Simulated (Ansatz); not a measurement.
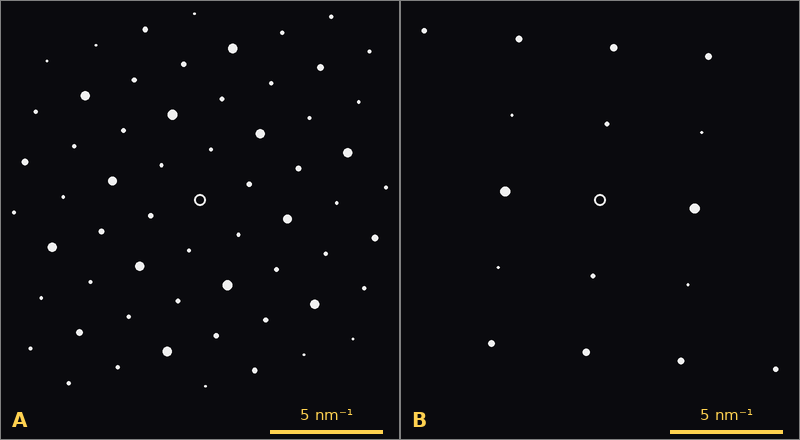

Kinematic electron diffraction patterns (300 kV, B = 0.5 Å², same scale, each along a low-index zone) of two structures of composition Al2Ga, each relaxed at zero pressure with DFT PBE, scalar-relativistic, plane waves, PAW in Ansatz.

The structures (standard cells):
1. Cmcm (No. 63), a = 8.593 Å, b = 4.965 Å, c = 4.873 Å, 12 atoms; generated start, possibly hypothetical
2. P6/mmm (No. 191), a = 4.670 Å, c = 2.908 Å (hexagonal axes), 3 atoms; generated start, possibly hypothetical

Question: Which pattern belongs to which structure, and along which zone?

Answer: A is structure 1 along [001]: centred rectangular net (close to hexagonal) of 1 1 0 (weak) at d = 4.30 Å and -1 1 0 (weak) at d = 4.30 Å, 60.0° apart. B is structure 2 along [210] or an equivalent direction: rectangular net of 0 0 1 at d = 2.91 Å and 1 -2 0 at d = 2.34 Å, 90.0° apart (some points of this net are extinct or too weak to see).

Question: Which structure lies lowest at this level of theory, and by how much?

Answer: Structure 1 (Cmcm, 17.32 Å³ an atom) is the lowest of these; structure 2 (P6/mmm, 18.31 Å³ an atom) lies about 91 meV an atom higher. These are static energies at 0 K; other structures, not shown, may lie lower still.
